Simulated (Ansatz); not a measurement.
## Fields on a plane of CsI (CsCl type)

```
CsI
1.0
    4.50797     0.00000     0.00000
    0.00000     4.50797     0.00000
    0.00000     0.00000     4.50797
Cs I
1 1
Direct
  0.00000   0.00000   0.00000
  0.50000   0.50000   0.50000
```

The slice is a {110} plane (indices of the conventional cell) through the point (0.500, 0.500, 0.500) (fractional), spanned by u = [100] and v = [011] in vectors of this cell: u (4.51 Å) and v (6.38 Å, at 90° to u). It covers one period; positions are fractions (u, v).

Atoms on it: Cs at (0.50, 0.50); I at (0.00, 0.00).

Computed with PBEsol (plane waves to 420 eV, PAW, scalar-relativistic; Ansatz, a first-principles code). k mesh 7×7×7. Inside the PAW spheres the values are not all-electron values, and peaks at nuclei hang on which shells count as valence. CsI was relaxed with its symmetry unable to fall. Spin-orbit coupling is left out, though I is heavy.

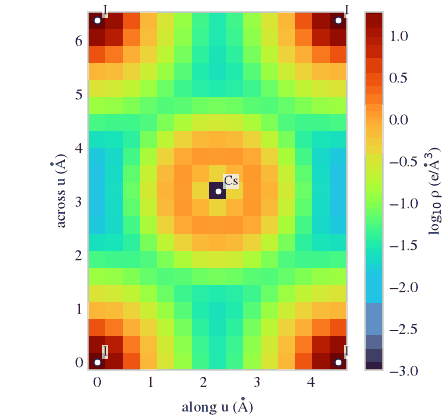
Figure. Log₁₀ of the valence density in e/Å³, one period of the plane, atoms marked. The scale is logarithmic, as a density can span decades between atoms and voids; values under 0.001 e/Å³ are set to 0.001.

```
|xxxxxx  ==%%@@@@@@%%==  xxxx|
|xxxxxx  **%%@@@@@@%%**  xxxx|
|xx    ==##%%%%%%%%%%##==    |
|::==**##%%%%######%%%%##**==|
|##%%%%%%##**++++++**##%%%%%%|
|%%%%%%##++::      ::++##%%%%|
|%%%%##++..    xx    ..++##%%|
|####**::  xxxxxxxxxx  ::**##|
|####++    xxxxxxxxxx    ++##|
|##**==  xxxxxxxxxxxxxx  ==**|
|####++    xxxxxxxxxx    ++##|
|####**::  xxxxxxxxxx  ::**##|
|%%%%##++..    xx    ..++##%%|
|%%%%%%##++::      ::++##%%%%|
|##%%%%%%##**++++++**##%%%%%%|
|::==**##%%%%######%%%%##**==|
|xx    ==##%%%%%%%%%%##==    |
|xxxxxx  **%%@@@@@@%%**  xxxx|
|xxxxxx  ==%%@@@@@@%%==  xxxx|
|xxxxxxxx--%%@@@@@@%%--xxxxxx|
```
Scale: ten equal steps from -3.00 (start of ' ') to 5.20 (end of '@'), in the order ' .:-=+*#%@'. Values: electrostatic potential energy of an electron, from the cell's mean, in eV. The map has 14 points along u (two characters each, u = 0 at the left) and 20 along v (v = 0 in the bottom row). Points within 1 Å of a nucleus are blanked (x), as the pseudised field means little there. Values under -3 eV are set to -3. The zero, the cell's mean, hangs on the PAW cores.
